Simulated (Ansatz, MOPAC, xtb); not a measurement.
**B2O2 (diboron dioxide): the highest harmonic wavenumber at each level's own minimum, rung by rung**

B2O2, singlet, SMILES `O=BB=O`. Each level relaxes the structure for itself.

Each level gives the highest harmonic wavenumber at each level's own minimum (cm⁻¹). The values are calculated.

```csv
level,kind,program,value (cm⁻¹)
GFN1-xTB,semi-empirical,xtb,2163
GFN2-xTB,semi-empirical,xtb,2179
PM3,semi-empirical,MOPAC,2336
PM6-D3H4,semi-empirical,MOPAC,2056
HF/STO-3G,Hartree–Fock,Ansatz,2548
HF/3-21G,Hartree–Fock,Ansatz,2274
HF/6-31G* (Cartesian functions),Hartree–Fock,Ansatz,2329
PBE/def2-SVP,GGA,Ansatz,2082
PBE-D3(BJ)/def2-TZVP,GGA,Ansatz,2059
r2SCAN/def2-TZVP,meta-GGA,Ansatz,2115
```

Harmonic and unscaled. The values span 2056 to 2548 cm⁻¹.

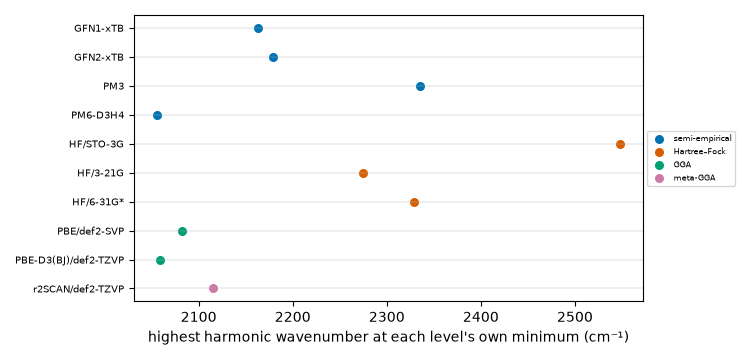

The values of the table, level by level.
